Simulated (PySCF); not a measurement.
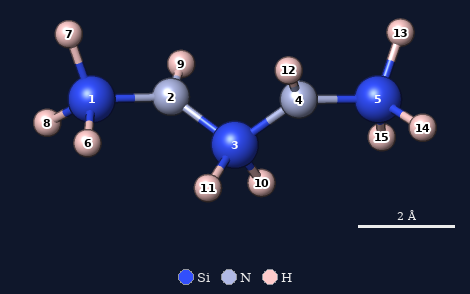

Fig. 1: The structure as given in the input (ball-and-stick view, seen at a tilt; atoms are numbered from 1 in the order of the input). Bond lengths as drawn: H–N 1.02 Å, H–Si 1.49 to 1.50 Å and N–Si 1.74 Å.

NMR shielding calculation of Si3N2H10

- system: Si3N2H10, SMILES [SiH3]N[SiH2]N[SiH3]
- method: GIAO PBE0/pcSseg-1 NMR shielding, non-relativistic, gas phase (PySCF 2.14.0)

The geometry comes from this level: PBE0-D3(BJ)/def2-SVP. Figures and captions count atoms from 1; the log counts them from 0 in places.

## The input
```
{"job": {"kind": "nmr", "xc": "PBE0", "basis": "pcSseg-1"}, "charge": 0, "multiplicity": 1}
Si    -2.995260    -0.025818    -0.286580
N     -1.300199     0.178974    -0.626912
Si     0.063781    -0.735958    -0.059390
N      1.259224     0.288055     0.677053
Si     2.955549     0.449928     0.321164
H     -3.116646    -1.000282     0.836417
H     -3.619387     1.275553     0.111249
H     -3.771022    -0.542456    -1.458978
H     -1.075125     0.913508    -1.295022
H      0.795845    -1.437986    -1.155564
H     -0.520182    -1.729767     0.890022
H      0.922437     0.843954     1.460712
H      3.331706     1.890092     0.159924
H      3.836350    -0.114400     1.393010
H      3.222188    -0.279238    -0.952626
```

The first line tells a small driver script what to run in PySCF; the rest is the geometry in Å.

Run on 1 CPU thread, shared host.

Command:
```bash
OMP_NUM_THREADS=1 python <driver script> task.json out
```

## Output
```
coarse grid: 13200 points
cycle   1  E = -983.4441282239  dE =  2.788e-02  |g| = 5.625e-01  |ddm| = 3.416e+00
cycle   2  E = -983.3705380346  dE =  7.359e-02  |g| = 7.991e-01  |ddm| = 1.030e+00
cycle   3  E = -983.5080033078  dE = -1.375e-01  |g| = 5.747e-02  |ddm| = 6.989e-01
cycle   4  E = -983.5088463658  dE = -8.431e-04  |g| = 9.031e-03  |ddm| = 7.958e-02
cycle   5  E = -983.5088631872  dE = -1.682e-05  |g| = 1.275e-03  |ddm| = 1.234e-02
cycle   6  E = -983.5088635951  dE = -4.078e-07  |g| = 3.312e-04  |ddm| = 1.850e-03
final grid: 111488 points
cycle   7  E = -983.5306892595  dE = -1.069e-05  |g| = 6.626e-03  |ddm| = 1.398e-02
cycle   8  E = -983.5306772899  dE =  1.197e-05  |g| = 1.002e-02  |ddm| = 1.218e-02
cycle   9  E = -983.5306983833  dE = -2.109e-05  |g| = 2.498e-04  |ddm| = 7.509e-03
cycle  10  E = -983.5306983919  dE = -8.614e-09  |g| = 6.124e-05  |ddm| = 2.923e-04
cycle  11  E = -983.5306983927  dE = -8.345e-10  |g| = 2.167e-05  |ddm| = 8.613e-05
```

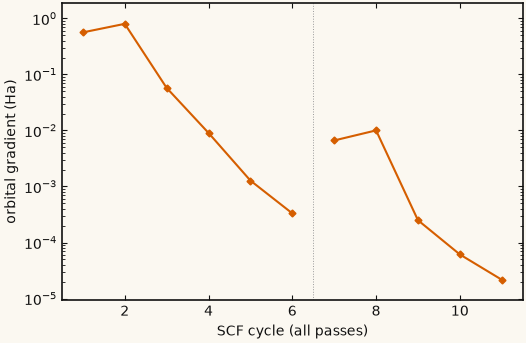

Fig. 2: Convergence of the self-consistent field: orbital gradient against the SCF cycle. The dotted line marks the change from a coarse to the final integration grid. The first 6 cycles use a coarse grid, the final grid takes over at cycle 7, and the field converges after 11 cycles in all.

```
converged SCF energy = -983.5306983927

GIAO shielding tensors (ppm)
atom      isotropic    diamagn.    paramagn.     s11        s22        s33       span
  0 Si     405.270     878.234    -472.964    363.410    379.176    473.226    109.816
  1 N      238.754     327.003     -88.248    202.368    244.461    269.434     67.066
  2 Si     378.190     881.206    -503.016    339.037    386.348    409.186     70.149
  3 N      238.793     326.990     -88.197    202.206    244.609    269.563     67.357
  4 Si     405.211     878.239    -473.027    363.400    378.982    473.252    109.852
  5 H       26.597      28.613      -2.016     23.626     25.691     30.472      6.846
  6 H       26.499      27.838      -1.339     22.715     24.841     31.942      9.227
  7 H       26.587      27.172      -0.585     22.751     24.699     32.312      9.561
  8 H       31.442      33.807      -2.364     22.737     30.013     41.576     18.839
  9 H       26.432      31.032      -4.600     22.451     25.922     30.922      8.471
 10 H       26.432      31.027      -4.595     22.451     25.922     30.924      8.473
 11 H       31.436      33.777      -2.341     22.737     29.989     41.581     18.844
 12 H       26.498      27.850      -1.352     22.713     24.840     31.940      9.227
 13 H       26.586      27.168      -0.581     22.751     24.696     32.313      9.562
 14 H       26.597      28.625      -2.028     23.627     25.696     30.468      6.841
```

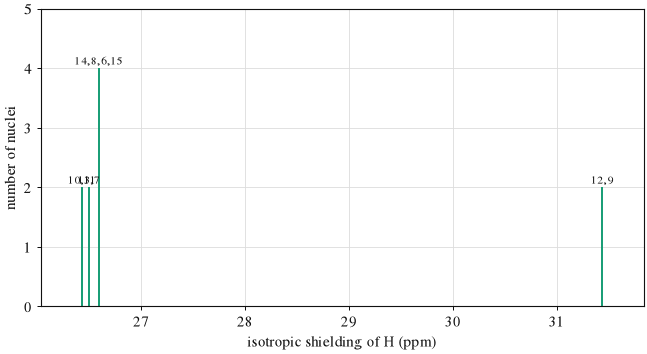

Fig. 3: Isotropic shieldings of the hydrogen nuclei in this fixed geometry, labelled by atom number; shielding grows to the right, so chemical shift grows to the left. The least shielded is H10 (26.4 ppm), the most shielded H9 (31.4 ppm).

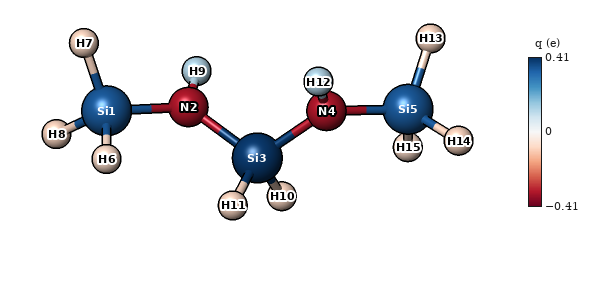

Fig. 4: Hirshfeld charges, as the colour of each atom (ball-and-stick view, seen at a tilt; atoms are numbered from 1 in the order of the input). By element: Si +0.35 to +0.39, N −0.33 and H −0.09 to +0.12 e.

## Summary

| quantity | value |
| --- | --- |
| outcome | converged |
| total energy | −983.530698 hartree |
| HOMO | −7.39 eV |
| LUMO | 0.39 eV |
| dipole moment | 1.03 D |
| isotropic shielding, Si | 378.2 to 405.3 ppm |
| isotropic shielding, N | 238.8 ppm |
| isotropic shielding, H | 26.4 to 31.4 ppm |
| wall time | 21 s |
| peak memory | 0.86 GiB |
